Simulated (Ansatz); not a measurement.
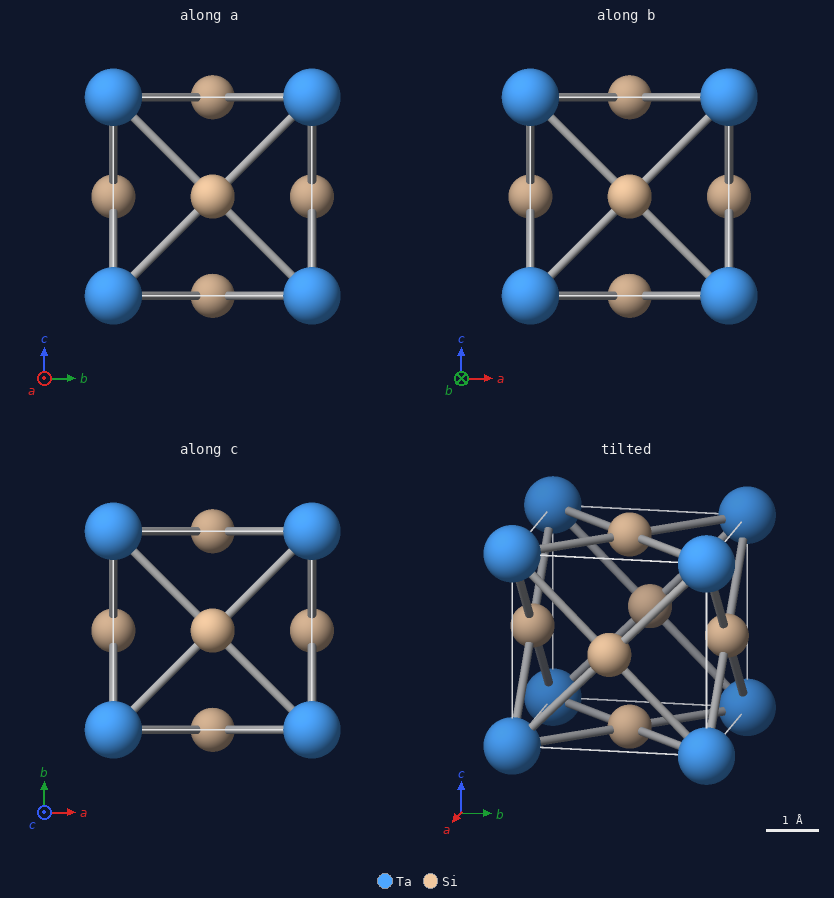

Drawn in the ball-and-stick manner and seen along the a axis, along the b axis, along the c axis and slightly off an axis. The conventional unit cell is drawn as a box.

Lattice parameters: a = 3.8915 Å, b = 3.8915 Å, c = 3.8915 Å, α = 90.000°, β = 90.000°, γ = 90.000°.

### Express the structure as a CIF in P1 with every atom of the cell.

```cif
data_structure
_symmetry_space_group_name_H-M 'P 1'
_symmetry_Int_Tables_number 1
_cell_length_a 3.8915
_cell_length_b 3.8915
_cell_length_c 3.8915
_cell_angle_alpha 90.000
_cell_angle_beta 90.000
_cell_angle_gamma 90.000
_cell_volume 58.93
loop_
_atom_site_label
_atom_site_type_symbol
_atom_site_fract_x
_atom_site_fract_y
_atom_site_fract_z
_atom_site_occupancy
Ta1 Ta 0.0000 0.0000 0.0000 1
Si1 Si 0.0000 0.5000 0.5000 1
Si2 Si 0.5000 0.0000 0.5000 1
Si3 Si 0.5000 0.5000 0.0000 1
```

Origin of the cell: a structure type filled with these elements by a generator (whether the compound takes this form wasn't checked). The geometry is the end of a relaxation with Ansatz 0.2.0, DFT PBE, scalar-relativistic, plane waves, PAW.
